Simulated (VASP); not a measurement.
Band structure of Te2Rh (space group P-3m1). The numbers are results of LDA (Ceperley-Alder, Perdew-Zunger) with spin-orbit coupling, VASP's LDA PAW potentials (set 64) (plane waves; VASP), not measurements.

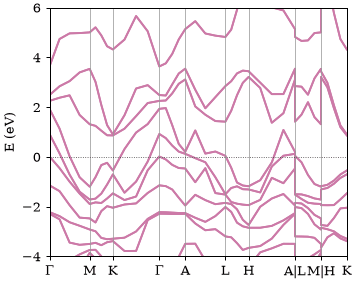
Figure: Bands along high-symmetry lines, zero at the valence-band maximum or, without a gap, the Fermi level

Task: Read the plot: is there a gap, and where are the band edges?

Result: It has no gap at this level: it comes out as a metal or semimetal.

The structure comes from a computed database's Te2Rh entry (P-3m1); how it stands against other phases isn't given here. It was relaxed first, which changed the volume by -8 %.
